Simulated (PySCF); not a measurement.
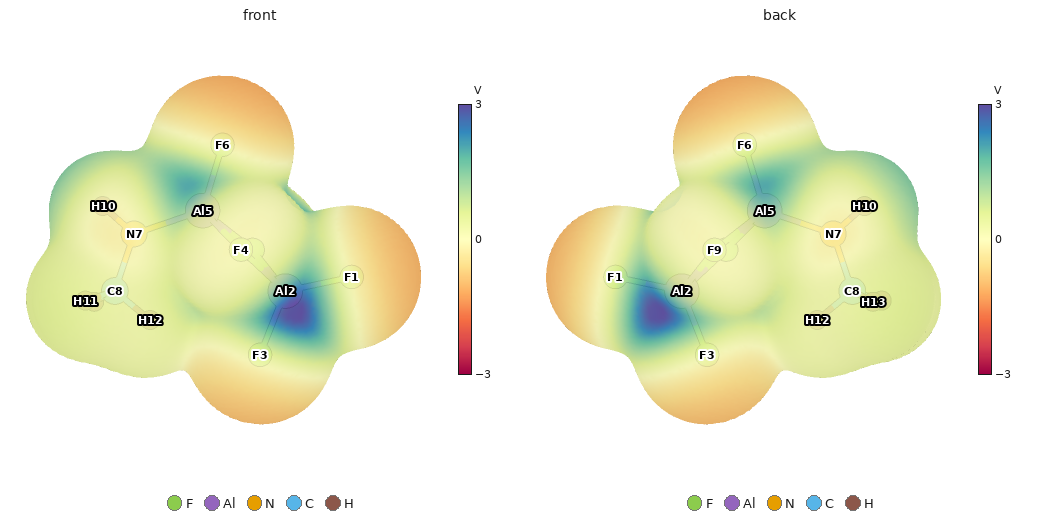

*CH$_{4}$Al$_{2}$F$_{5}$N. The electrostatic potential painted on the density surface at 0.001 e/bohr³, seen from the front and from behind; the colour scale runs from red (negative) to blue (positive).*

Geometry: PBE0-D3(BJ)/def2-SVP.

Computed with PySCF, PBE0/pcSseg-1, SCF density, gas phase, non-relativistic.

```yaml
atoms:
  - { symbol: F, position_ang: [0.7340, -2.0594, -3.2058] }
  - { symbol: Al, position_ang: [0.8942, -1.1304, -1.8575] }
  - { symbol: F, position_ang: [2.3398, -0.5544, -1.3098] }
  - { symbol: F, position_ang: [-0.3288, 0.1817, -1.7539] }
  - { symbol: Al, position_ang: [-1.2368, -0.3497, -0.2376] }
  - { symbol: F, position_ang: [-2.7455, -0.8684, -0.6767] }
  - { symbol: N, position_ang: [-0.8649, 0.6464, 1.1548] }
  - { symbol: C, position_ang: [0.4370, 1.1311, 1.5641] }
  - { symbol: F, position_ang: [-0.0516, -1.7471, -0.4593] }
  - { symbol: H, position_ang: [-1.6092, 0.9433, 1.7762] }
  - { symbol: H, position_ang: [0.4952, 2.2344, 1.5773] }
  - { symbol: H, position_ang: [1.2179, 0.7847, 0.8685] }
  - { symbol: H, position_ang: [0.7285, 0.7711, 2.5672] }
```

### Where is the surface potential most negative and most positive?

The most negative region (about −1.1 V) lies over F6, the most positive (about +2.9 V) over Al2.
